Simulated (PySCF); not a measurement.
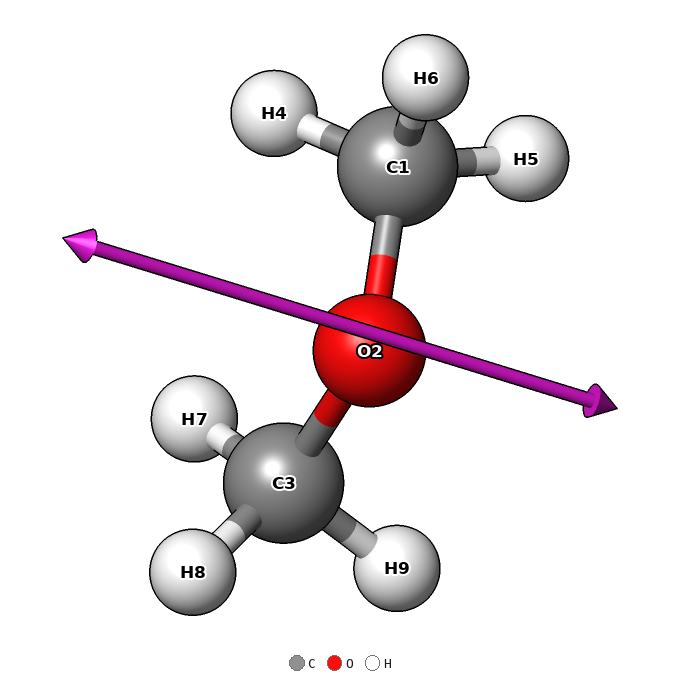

The double arrow shows the direction of the transition dipole to excited singlet state 1 (its length means nothing). Geometry: a frame of a GFN2-xTB molecular-dynamics simulation, not a minimum. Level of theory: TDDFT PBE0/def2-SVPD, vertical, gas phase, core orbitals frozen in the response (PySCF 2.14.0).

Question. Where does the transition lie, and how strong is it?

Answer. 6.83 eV (181 nm), oscillator strength 0.024, mainly HOMO → LUMO (weight 0.97); transition dipole 0.96 D.
